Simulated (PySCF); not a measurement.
# C4H8B2: electronic excitations

Aim: predict the electronic excitations of C4H8B2 (`B/C=C/C(B)=C`).

The runs use PySCF 2.14.0, with density-fitted response routines of our own; the level of theory stands in each step. All values are computed, except where a source is named. Atoms are numbered from 0 throughout.

### Step 1. The starting structure

14 atoms, charge 0, multiplicity 1; geometry from: GFN2-xTB.

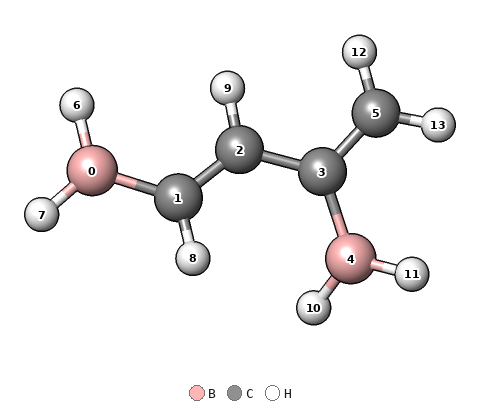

The starting geometry (boron pink, carbon grey, hydrogen white), atoms numbered.

### Step 2. TDDFT and polarisability: CAM-B3LYP/def2-SVPD

The job: settings as JSON, then the geometry in Å.

```
{"job": {"kind": "uv", "xc": "CAM-B3LYP", "basis": "def2-SVPD", "nstates": 8, "ntriplets": 3}, "charge": 0, "multiplicity": 1}
B      2.826858     0.102535    -0.188518
C      1.350522    -0.302210    -0.301586
C      0.341663     0.411891     0.235183
C     -1.078396     0.103285     0.113669
B     -1.603885    -1.284048    -0.351869
C     -1.958888     1.047299     0.499794
H      3.125188     1.061201     0.414137
H      3.658580    -0.536845    -0.707077
H      1.069552    -1.197574    -0.846312
H      0.579706     1.324649     0.772176
H     -0.988866    -2.256167    -0.148451
H     -2.657217    -1.362109    -0.852845
H     -1.643367     1.987357     0.929558
H     -3.022126     0.900264     0.409976
```

With the program's defaults for keys left out, this is: TDDFT CAM-B3LYP/def2-SVPD, vertical, gas phase, core orbitals frozen in the response.

On the command line:

```
$ OMP_NUM_THREADS=1 python probes_run.py task.json out
```

One launch serves the whole session: the jobs run in the order shown.

The log of the run:

```text
coarse grid: 11480 points
cycle   1  E = -206.4965784431  dE =  5.740e-01  |g| = 2.949e-01  |ddm| = 7.520e+00
cycle   2  E = -206.5087552910  dE = -1.218e-02  |g| = 2.621e-01  |ddm| = 1.237e+00
cycle   3  E = -206.5262892728  dE = -1.753e-02  |g| = 6.130e-02  |ddm| = 5.815e-01
cycle   4  E = -206.5272705584  dE = -9.813e-04  |g| = 2.350e-02  |ddm| = 1.523e-01
cycle   5  E = -206.5274263403  dE = -1.558e-04  |g| = 2.670e-03  |ddm| = 5.966e-02
cycle   6  E = -206.5274300667  dE = -3.726e-06  |g| = 1.067e-03  |ddm| = 1.215e-02
final grid: 110224 points
cycle   7  E = -206.5730358037  dE = -3.202e-05  |g| = 3.319e-03  |ddm| = 9.139e-02
cycle   8  E = -206.5730368257  dE = -1.022e-06  |g| = 2.984e-03  |ddm| = 1.635e-02
cycle   9  E = -206.5730392832  dE = -2.457e-06  |g| = 3.483e-04  |ddm| = 6.006e-03
cycle  10  E = -206.5730393101  dE = -2.692e-08  |g| = 2.304e-04  |ddm| = 9.548e-04
cycle  11  E = -206.5730393247  dE = -1.461e-08  |g| = 2.632e-05  |ddm| = 5.444e-04
cycle  12  E = -206.5730393251  dE = -3.428e-10  |g| = 8.134e-06  |ddm| = 1.155e-04
converged SCF energy = -206.5730393251

Static polarisability (au): isotropic 84.722, principal 51.110 78.247 124.808

Singlet excitations
state   eV       nm        f      main configurations
  1   4.7837    259.2   0.15547   H->L 0.62, H->L+1 0.35
  2   4.9869    248.6   0.49529   H->L+1 0.61, H->L 0.35
  3   5.3078    233.6   0.00120   H-1->L 0.74
  4   5.4572    227.2   0.00225   H-2->L 0.56, H-1->L+1 0.11
  5   5.6602    219.0   0.00101   H-4->L 0.40, H-1->L+1 0.22, H-3->L+1 0.15
  6   5.6903    217.9   0.00845   H-2->L+1 0.35, H-3->L 0.28
  7   6.4626    191.8   0.00348   H-4->L 0.29, H-4->L+1 0.17, H-2->L+1 0.12
  8   6.9160    179.3   0.03059   H-3->L 0.35, H-4->L+1 0.14, H-3->L+1 0.13

Triplet excitations (Tamm-Dancoff, eV): 2.7552 3.7830 4.8899
```

Run time: 83 s. Hardware: 1 thread of Intel Xeon at 2.50GHz, shared host; peak memory 0.81 GiB.

The orbitals next to the gap, with their largest atomic shares:

```csv
orbital,eV,atoms
HOMO−3,-10.87,"B4 15 %, B0 14 %, C2 12 %"
HOMO−2,-10.61,"B0 24 %, H7 15 %, C2 12 %"
HOMO−1,-10.53,"B0 22 %, C1 20 %, H6 13 %"
HOMO,-8.69,"C1 27 %, C5 20 %, C2 19 %"
LUMO,-1.43,"C5 24 %, B0 16 %, C3 12 %"
LUMO+1,-0.80,"B4 34 %, B0 14 %, C2 12 %"
LUMO+2,1.11,"B4 40 %, B0 18 %, C5 11 %"
```

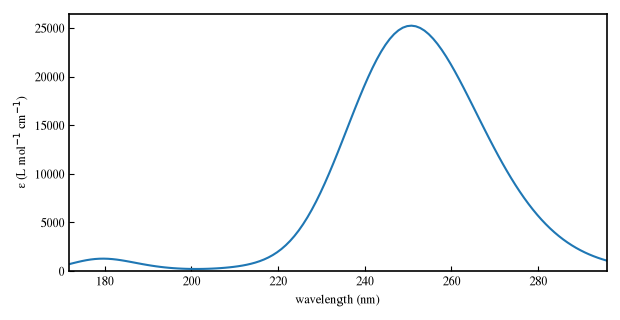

Absorption spectrum: each of the 8 states is a Gaussian band of 0.4 eV half-width at 1/e. Beyond the last state computed it falls off for lack of states.

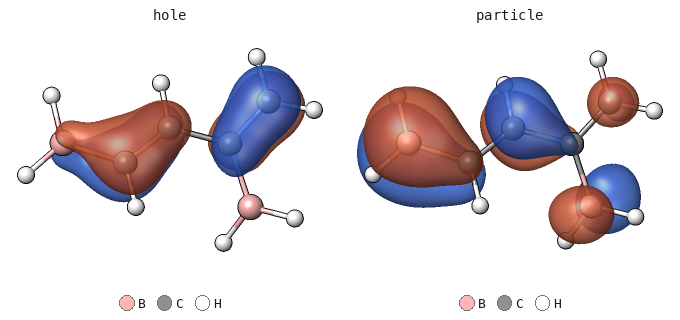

Leading natural transition orbitals of singlet state 2: the electron leaves the hole (left) for the particle orbital (right).

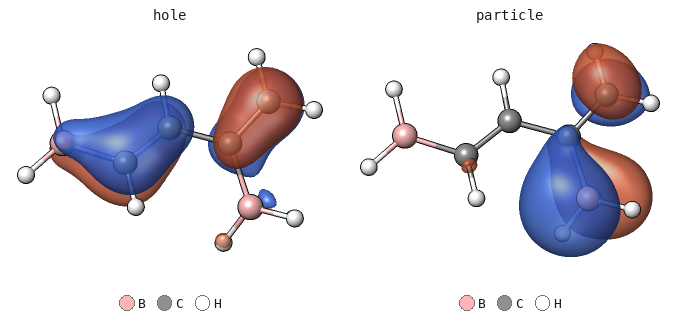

Leading natural transition orbitals of singlet state 1: the electron leaves the hole (left) for the particle orbital (right).

Ground-state properties from the same run:

```csv
property,computed
dipole moment (D),2.12
polarisability (Å³),12.55
HOMO–LUMO gap (eV),7.27
−ε(HOMO) (eV),8.69
```

The fields below are evaluated on a grid from the run's orbitals.

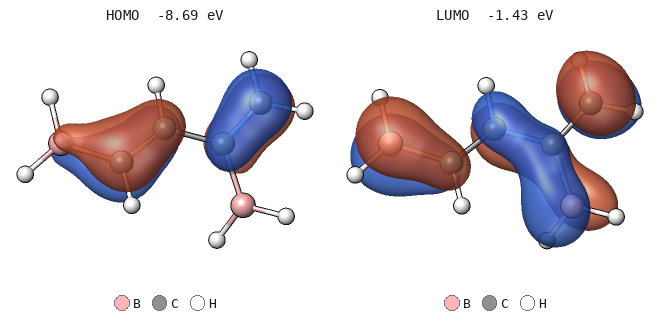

Frontier orbitals at CAM-B3LYP/def2-SVPD; each surface holds 70 % of the orbital's density, blue and red mark the sign.

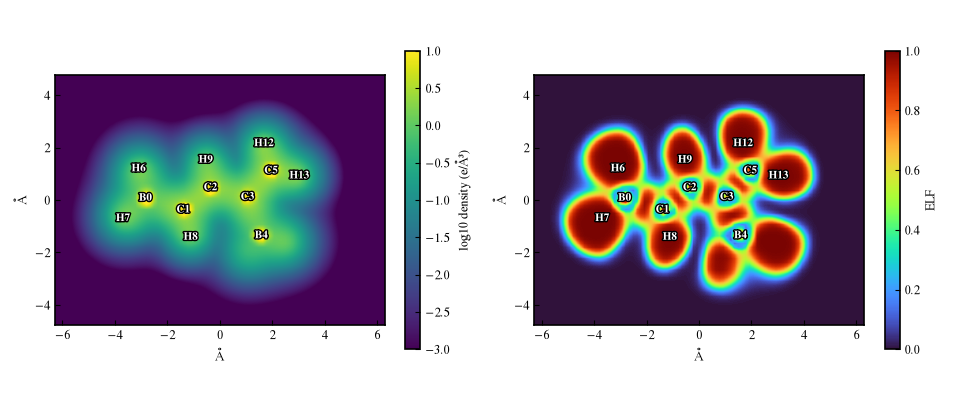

Density (left) and ELF (right) in a plane through or near 12 of the atoms.

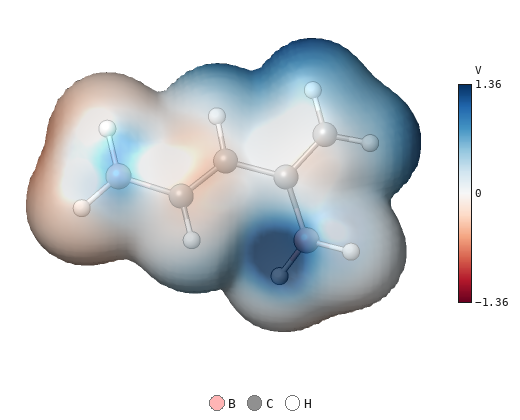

The potential that a unit positive charge feels on the 0.002 e/bohr³ surface, from -0.51 to 1.36 V.

### Step 3. Results

| quantity | value |
| --- | --- |
| lowest singlet (CAM-B3LYP/def2-SVPD) | 4.78 eV (259 nm), f = 0.155 |
| brightest single state of those computed | state 2, 4.99 eV, f = 0.495 |
| lowest triplet | 2.76 eV |
| surface potential, least and greatest | -0.51 V and 1.36 V |

**Reading.** The lowest singlet, at 4.78 eV, is HOMO→LUMO 0.62, HOMO→LUMO+1 0.35 and is bright; of the 8 states computed, the strongest absorption comes from state 2 at 4.99 eV. The lowest triplet lies 2.03 eV below the lowest singlet (triplets in Tamm-Dancoff, singlets in full TDDFT). By nearest atom (CAM-B3LYP/def2-SVPD), the HOMO sits on C1 30 %; C5 21 % and the LUMO on C5 22 %; B0 16 %.
